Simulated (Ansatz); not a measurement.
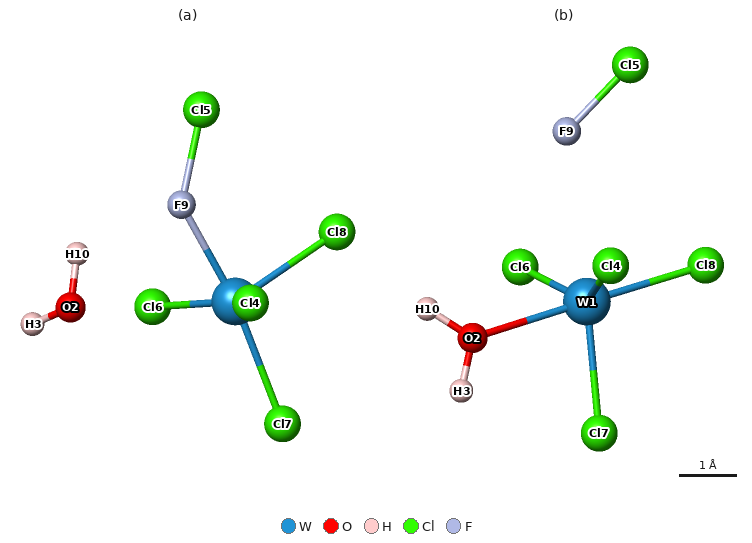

The structure of WH2OCl5F before (left) and after (right) a relaxation, at one scale.

The picture is a ball-and-stick view, seen at a tilt.

The run prepares an end point of a later path (reaction) calculation, from a guessed geometry.

Theory: Ansatz 0.2.0, RHF/def2-SVP. (no spin polarisation; force threshold 0.03 eV/Å; at most 50 steps)

Summarise the run.

Answer. Over 22 accepted moves (23 points after the start) the energy falls by 147.8 kJ/mol. The largest force component goes from 3.8 to 0.02 eV/Å. The line search rejected the trial step at point 18 of the run. The largest move after the best rigid fit is that of H3, 1.52 Å. Largest moves by element: H 1.52 Å, F 1.31 Å, Cl 1.22 Å, O 0.79 Å, W 0.43 Å. Some distances before and after: W1–F9 1.979 → 3.018 Å, W1–O2 3.133 → 2.243 Å, W1–H3 3.637 → 2.815 Å, W1–Cl5 3.435 → 4.241 Å. New bonds form, among them: W1–O2 (3.13 → 2.24 Å). Bonds break, among them: W1–F9 (1.98 → 3.02 Å). Bond angles that change, for instance: Cl4–W1–Cl7 95.6° → 107.5°, Cl6–W1–Cl7 94.0° → 105.7°, Cl4–W1–Cl8 105.0° → 95.5°. Cost: 2.3 min on 4 threads of Intel(R) Xeon(R) Platinum 8259CL CPU @ 2.50GHz (Skylake/Cascade Lake), on a shared host, peak memory 0.68 GiB.

Limits of the set-up: Hartree-Fock leaves out electron correlation.
